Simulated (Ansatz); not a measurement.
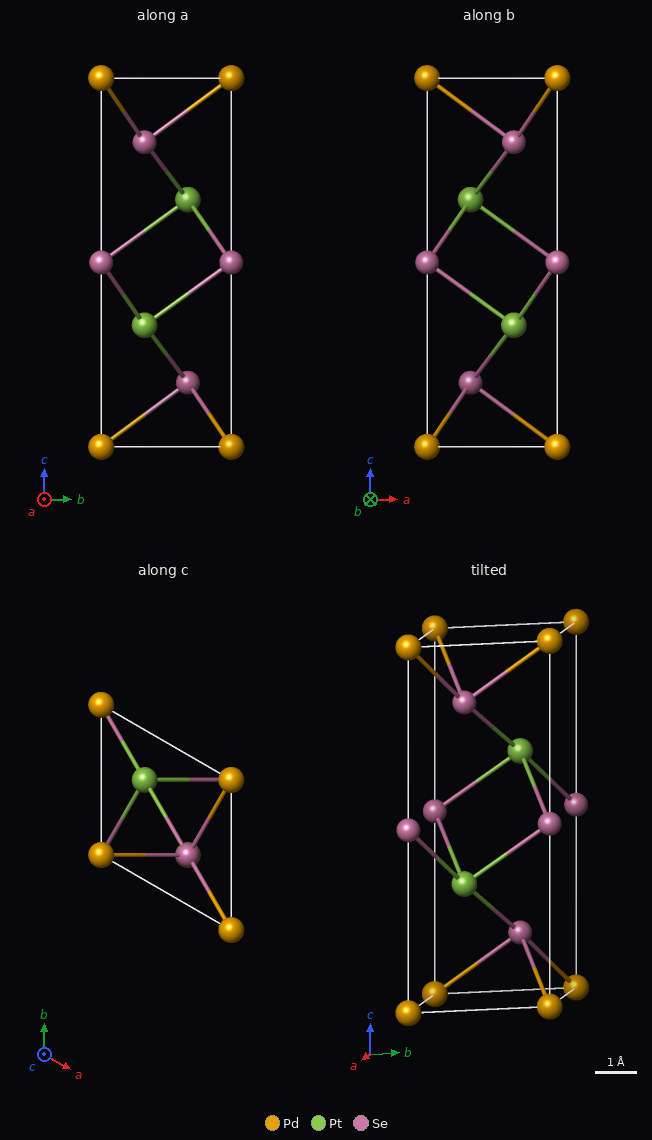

View along the a axis, along the b axis, along the c axis and slightly off an axis, drawn as a ball-and-stick model. The lines enclose the conventional unit cell; boundary atoms appear with their images.

Lattice parameters: a = 3.7429 Å, b = 3.7429 Å, c = 9.1905 Å, α = 90.000°, β = 90.000°, γ = 120.000°.

> Turn the picture into a CIF in P1 with every atom of the cell, with free fractional coordinates to two decimals.

```cif
data_structure
_symmetry_space_group_name_H-M 'P 1'
_symmetry_Int_Tables_number 1
_cell_length_a 3.7429
_cell_length_b 3.7429
_cell_length_c 9.1905
_cell_angle_alpha 90.000
_cell_angle_beta 90.000
_cell_angle_gamma 120.000
_cell_volume 111.51
loop_
_atom_site_label
_atom_site_type_symbol
_atom_site_fract_x
_atom_site_fract_y
_atom_site_fract_z
_atom_site_occupancy
Pd1 Pd 0.00 0.00 0.00 1
Pt1 Pt 0.3333 0.6667 0.67 1
Pt2 Pt 0.6667 0.3333 0.33 1
Se1 Se 0.3333 0.6667 0.17 1
Se2 Se 0.6667 0.3333 0.83 1
Se3 Se 0.00 0.00 0.50 1
```

Starting structure: a structure type filled with these elements by a generator (whether the compound takes this form wasn't checked). Earlier steps of the study may have refined or changed the cell and positions. Ansatz was used for an electronic-structure calculation on it.
